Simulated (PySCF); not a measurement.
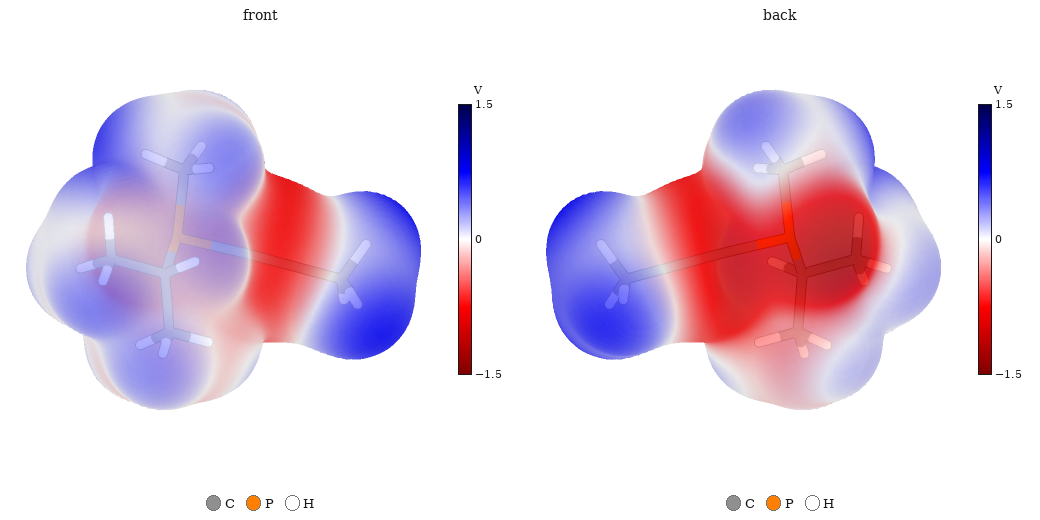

*C7H13P (SMILES CC#CP(C)C(C)C). The molecular electrostatic potential painted on the density surface at 0.001 e/bohr³, seen from the front and from behind; red is negative and blue positive.*

Geometry: PBE0-D3(BJ)/def2-SVP.

These are results of PBE0/pcSseg-1, SCF density, gas phase, non-relativistic in PySCF, not measurements.

| atom | x (Å) | y (Å) | z (Å) |
| --- | --- | --- | --- |
| C | 3.6782 | -1.7460 | 0.0301 |
| C | 2.4868 | -0.9439 | -0.1815 |
| C | 1.4862 | -0.2693 | -0.3524 |
| P | 0.0424 | 0.6772 | -0.7467 |
| C | 0.4520 | 2.2467 | 0.1484 |
| C | -1.1874 | -0.0994 | 0.4393 |
| C | -2.4778 | 0.7126 | 0.4353 |
| C | -1.4344 | -1.5506 | 0.0478 |
| H | 3.9810 | -2.2688 | -0.8913 |
| H | 3.5114 | -2.5054 | 0.8103 |
| H | 4.5229 | -1.1173 | 0.3534 |
| H | -0.3728 | 2.9637 | 0.0229 |
| H | 0.6391 | 2.0825 | 1.2205 |
| H | 1.3513 | 2.6837 | -0.3090 |
| H | -0.7379 | -0.0682 | 1.4475 |
| H | -3.2228 | 0.2532 | 1.1048 |
| H | -2.3234 | 1.7471 | 0.7775 |
| H | -2.9172 | 0.7524 | -0.5751 |
| H | -2.1418 | -2.0238 | 0.7479 |
| H | -1.8674 | -1.6190 | -0.9635 |
| H | -0.5027 | -2.1357 | 0.0580 |

Describe the electrostatic potential map.

Answer. The most negative region (about −1.2 V) lies over P4, the most positive (about +0.7 V) over H9, H10 and H11.

What dipole moment does the calculation give?

Answer. Its dipole moment is 1.62 D.
